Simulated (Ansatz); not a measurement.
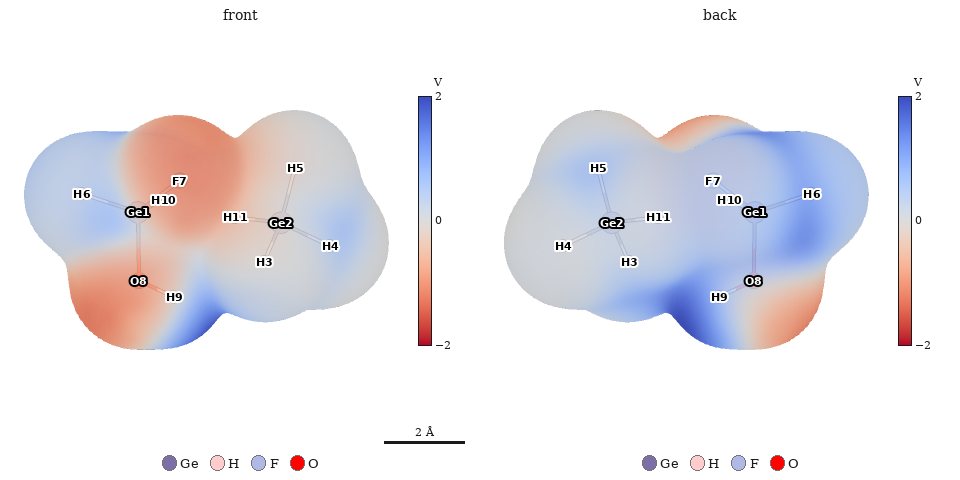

FGeH$_{3}$O···GeH$_{4}$. The electrostatic potential painted on the density surface at 0.001 e/bohr³, seen from the front and from behind; the colour scale runs from red (negative) to blue (positive).

The calculation used Ansatz, RKS PBE0/def2-SVP.

The calculation's input:

```
crystal:
  periodic: [false, false, false]
  atoms:
    - { symbol: Ge, position_ang: [0.0, 0.0, 0.0] }
    - { symbol: Ge, position_ang: [0.0, 0.0, 2.75] }
    - { symbol: H, position_ang: [-1.3958, -0.4318, 3.2674] }
    - { symbol: H, position_ang: [1.0719, -0.9929, 3.2674] }
    - { symbol: H, position_ang: [0.324, 1.4247, 3.2674] }
    - { symbol: H, position_ang: [1.4616, 0.0, -0.5162] }
    - { symbol: F, position_ang: [-0.7913, 1.3709, -0.5594] }
    - { symbol: O, position_ang: [-0.8337, -1.4443, -0.5894] }
    - { symbol: H, position_ang: [-1.2883, -1.91, 0.183] }
    - { symbol: H, position_ang: [0.6884, -1.615, 0.5833] }
    - { symbol: H, position_ang: [0.6076, -1.4255, 1.5485] }
basis:
  gaussian: { orbitals: def2-SVP }
hamiltonian:
  xc: pbe0
relax:
  f_tol: 0.15
  max_steps: 25
  restrain:
    - { distance: [0, 9], at: 1.55, k: 30.0 }
    - { distance: [10, 1], at: 1.55, k: 30.0 }
    - { distance: [0, 1], at: 3.6, k: 30.0 }
    - { distance: [10, 9], at: 1.86, k: 30.0 }
output:
  orbitals: {}
```

Launched as:

```sh
ansatz run input.yaml --threads 4 --pin off --max-ram 5120MiB --backend cpu --events-out ev --progress --plain --runs-dir out
```

The fields are those of the run's last geometry, not of the input's.

Which sites attract a positive test charge, and which a negative one?

A positive charge is drawn to the negative regions and a negative charge to the positive ones. The most negative region (about −1.2 V) lies over O8, the most positive (about +1.9 V) over H9. O8 is the likeliest acceptor of a hydrogen bond.
